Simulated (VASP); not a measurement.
Band structure of LiH (rock salt). Level of theory: PW91 GGA, VASP's PBE PAW potentials (set 64) (plane waves; VASP).

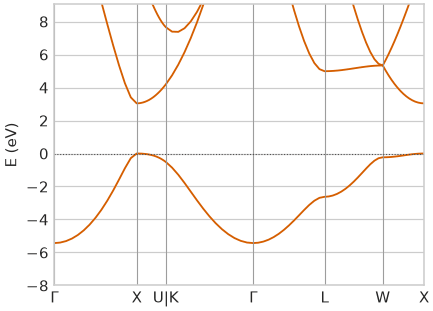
*Bands along high-symmetry lines, zero at the valence-band maximum or, without a gap, the Fermi level*

Problem. Read the plot: is there a gap, and where are the band edges?

Solution. The gap is direct, 3.04 eV, from the valence maximum at X to the conduction minimum at X. (Edges off the drawn lines would not show.)

The compound is LiH in the rock salt structure. It was relaxed first, which changed the volume by -6 %.
